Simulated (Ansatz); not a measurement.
**CH4ClGaO2 (SMILES C[O][Ga]([OH])[Cl]): density, localisation and related maps**

Input

```
crystal:
  periodic: [false, false, false]
  atoms:
    - {symbol: C, position_ang: [1.176311, 0.890674, 0.594672]}
    - {symbol: O, position_ang: [0.438623, -0.308438, 0.502082]}
    - {symbol: Ga, position_ang: [-0.951514, -0.515537, -0.570850]}
    - {symbol: O, position_ang: [-1.802005, -2.063283, -0.601906]}
    - {symbol: Cl, position_ang: [-1.613998, 1.062901, -1.823888]}
    - {symbol: H, position_ang: [1.613420, 1.184207, -0.365904]}
    - {symbol: H, position_ang: [1.990933, 0.729241, 1.305106]}
    - {symbol: H, position_ang: [0.565345, 1.723920, 0.958506]}
    - {symbol: H, position_ang: [-1.417124, -2.703675, 0.002181]}
basis:
  gaussian: {orbitals: def2-TZVPP}
hamiltonian: {xc: pbe0, dispersion: d4}
output: {orbitals: {seedname: orbitals}}
```

Launched as:

```sh
ansatz run in.yaml --threads 4 --pin off --events-out ev --progress --plain --max-ram 10444MiB
```

Geometry: PBE0-D4/def2-TZVP.

The calculation used RKS PBE0-D4/def2-TZVPP in Ansatz 0.2.0.

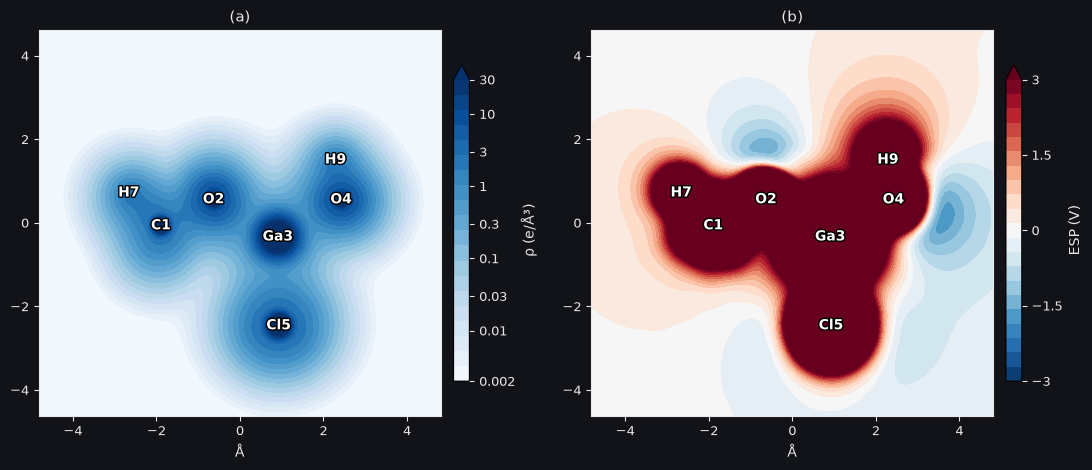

Figure 1. (a) electron density; (b) electrostatic potential on the plane of atoms O2, C1 and H7.

What does the map show?

- Atoms in the plane: C, O, Ga, Cl and H.
- C–O (1.41 Å): the density is about 2 e/Å³ at the midpoint, with its minimum of 1.7 e/Å³ about 0.5 Å from C.
- Ga–O (1.77 Å): ρ at the midpoint is about 0.97 e/Å³.
- Ga–Cl (2.12 Å): the density is about 0.76 e/Å³ at the midpoint.
- O–H (0.96 Å): the density is about 3.8 e/Å³ at the midpoint.
- C–H (1.09 Å): the density is about 2 e/Å³ at the midpoint.
- Outside the dense part of the molecule the potential is most negative (−1.7 V) near O4.

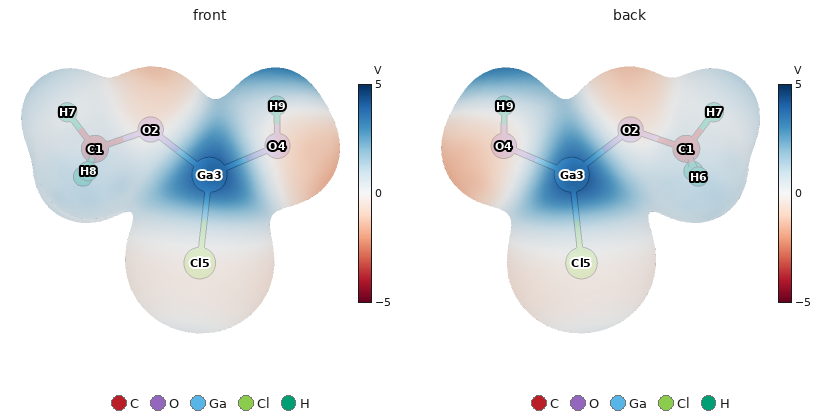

Figure 2. The molecular electrostatic potential painted on the density surface at 0.004 e/bohr³, seen from the front and from behind; red is negative and blue positive.

Describe the electrostatic potential map.

The most negative region (about −1.6 V) lies over O4, the most positive (about +4.3 V) over Ga3. Cl5 shows a σ-hole: about +0.2 V at the tip opposite its bond, against about −0.3 V on its flanks. O4 is the likeliest acceptor of a hydrogen bond.

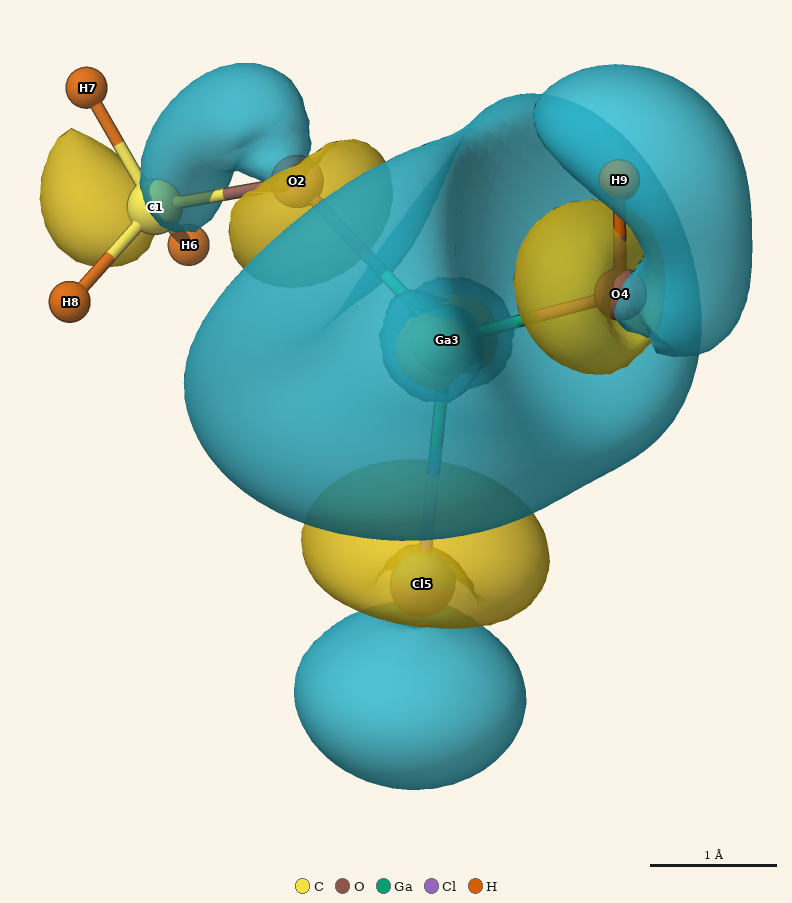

Figure 3. The LUMO at ±0.08 Å⁻³ᐟ² (yellow and cyan are the two phases), seen at a tilt.

What is the character of this orbital?

By Hirshfeld shares it lies mainly on Ga3 (about 50 %), Cl5 (about 20 %), O4 (about 10 %) and O2 (about 10 %). Its energy is −1.13 eV.
